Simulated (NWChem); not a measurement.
# BNH3S (SMILES N[B]S): UGAM/MINI (density fitting with weigend coulomb fitting)

What is the energy difference between two shapes of BNH3S at UGAM/MINI (density fitting with weigend coulomb fitting)? 

The calculation is run with NWChem 7.3.0.

1 further run of the same task is left out (set aside as unsound or not needed).

## 1. The system as given

BNH3S has 6 atoms, charge 0, and is taken as a doublet. SMILES: `N[B]S`. The coordinates come from a PBE0-D4/def2-TZVP relaxation. This is a higher conformer, about 7 kJ/mol above the lowest found by a separate search.

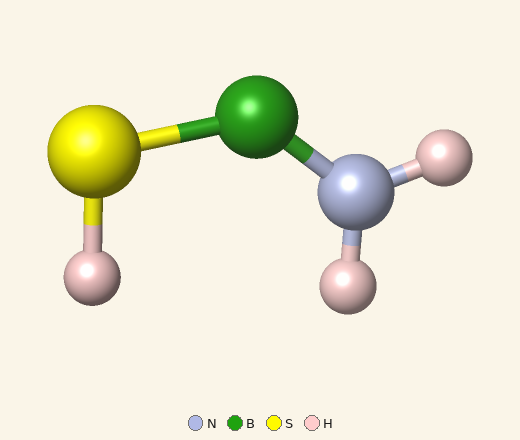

The structure, seen from a chosen angle (nitrogen light blue, boron green, sulfur yellow, hydrogen pink).

## 2. A single-point energy at UGAM/MINI (density fitting with weigend coulomb fitting)

bh3ns.nw reads:

```
start bh3ns
title "BH3NS GAM"
memory stack 880 mb heap 220 mb global 1100 mb

geometry noautoz
   N       -0.621200       0.083000      -0.756700
   B       -0.538400      -0.445500       0.515700
   S        0.781100      -0.475200       1.709200
   H       -1.454200       0.016000      -1.315600
   H        0.135500       0.569200      -1.216600
   H        1.739200       0.188500       1.017800
end

basis "ao basis" spherical bse
   * library MINI
end

basis "cd basis" spherical
   * library "weigend coulomb fitting"
end

dft
   xc gga_x_gam gga_c_gam
   mult 2
   grid medium
   convergence energy 1e-07
   iterations 150
   mulliken
   noprint "final vectors analysis"
end

task dft energy
```

Launch:

```bash
$ nwchem bh3ns.nw > bh3ns.out
```

Log:

```text
[...]
 Group name             Cs
[...]
          Wavefunction type:  spin polarized.
          No. of atoms     :     6
          No. of electrons :    31
[...]
          Charge           :     0
          Spin multiplicity:     2
[...]
          AO basis - number of functions:    22
[...]
              XC Information
              --------------
          Using LibXC version      7.1.2
                                         gga_x_gam  1.000
                                         gga_c_gam  1.000
[...]
 d= 0,ls=0.0,diis     1   -476.9274462114 -5.59D+02  3.33D-02  3.71D-02     0.3
[...]
 d= 0,ls=0.0,diis    10   -476.9648913337 -8.96D-09  3.97D-06  9.44D-10     1.4
[...]
         Total DFT energy =     -476.964891333695
      One electron energy =     -816.085499214438
           Coulomb energy =      294.926757420947
    Exchange-Corr. energy =      -37.511368417851
 Nuclear repulsion energy =       81.705218877647
[...]
      Total Density - Mulliken Population Analysis
     ---------------------------------------------
    Atom       Charge   Shell Charges
 -----------   ------   -------------------------------------------------------
    1 N    7     7.81   1.99  1.60  4.23
    2 B    5     4.79   1.99  0.89  1.90
    3 S   16    16.21   2.00  2.00  1.87  5.97  4.37
    4 H    1     0.65   0.65
    5 H    1     0.67   0.67
    6 H    1     0.88   0.88
[...]
      <S2> =      0.7560 (Exact =     0.7500)
[...]
```

It took 2.1 s on 1 thread of Intel Xeon 6975P-C (Granite Rapids), shared host; peak memory 0.27 GiB.

## 3. The distorted shape, same level

work.nw reads:

```
START work
TITLE "BH3NS"
memory total 2200 mb
GEOMETRY units angstrom noautoz
  N       -0.644746       0.093586      -0.814747
  B       -0.549851      -0.480920       0.485244
  S        0.701568      -0.413616       1.686944
  H       -1.430002       0.000351      -1.342763
  H        0.082745       0.574896      -1.182754
  H        1.779067       0.132929       1.048799
END
BASIS spherical bse
  * library MINI
END
BASIS "cd basis" spherical
  * library "weigend coulomb fitting"
END
DFT
  xc gga_x_gam gga_c_gam
  mult 2
  grid medium
  convergence energy 1e-07
  iterations 150
  mulliken
END
TASK dft energy
```

Launch:

```bash
$ nwchem work.nw > work.out
```

Log:

```text
[...]
          Wavefunction type:  spin polarized.
          No. of atoms     :     6
          No. of electrons :    31
[...]
          Charge           :     0
          Spin multiplicity:     2
[...]
          AO basis - number of functions:    22
[...]
              XC Information
              --------------
          Using LibXC version      7.1.2
                                         gga_x_gam  1.000
                                         gga_c_gam  1.000
[...]
 d= 0,ls=0.0,diis     1   -476.8972270992 -5.59D+02  3.27D-02  3.91D-02     0.4
[...]
 d= 0,ls=0.0,diis    10   -476.9347268778 -1.20D-08  5.83D-06  2.71D-09     2.0
[...]
         Total DFT energy =     -476.934726877843
      One electron energy =     -817.210828386804
           Coulomb energy =      295.412871891538
    Exchange-Corr. energy =      -37.538786622227
 Nuclear repulsion energy =       82.402016239650
[...]
      Total Density - Mulliken Population Analysis
     ---------------------------------------------
    Atom       Charge   Shell Charges
 -----------   ------   -------------------------------------------------------
    1 N    7     7.86   1.99  1.59  4.28
    2 B    5     4.80   1.99  0.90  1.90
    3 S   16    16.20   2.00  2.00  1.85  5.97  4.38
    4 H    1     0.63   0.63
    5 H    1     0.64   0.64
    6 H    1     0.87   0.87
[...]
      <S2> =      0.7562 (Exact =     0.7500)
[...]
```

Wall time 2.6 s (1 thread of Intel Xeon 6975P-C (Granite Rapids), shared host); peak memory 0.27 GiB.

## 4. What came out

At UGAM/MINI (density fitting with weigend coulomb fitting):

| quantity | value |
| --- | --- |
| first shape: total energy | -476.96489 Eh |
| first shape: dipole moment | 3.64 D |
| first shape: ⟨S²⟩ | 0.756 |
| distorted shape: total energy | -476.93473 Eh |
| distorted shape: dipole moment | 3.34 D |
| distorted shape: HOMO energy (highest over α and β) | -5.83 eV |
| distorted shape: LUMO energy (lowest over α and β) | -3.84 eV |
| distorted shape: ⟨S²⟩ | 0.756 |
| energy change with the atoms displaced | 0.821 eV |

In words: With the atoms displaced the energy rises by 0.82 eV (18.9 kcal/mol). The first shape isn't relaxed at this level, so the change isn't measured from a minimum. The minimal basis adds a large error of its own. Mulliken charges (distorted shape) run from -0.86 on N1 to +0.37 on H4.
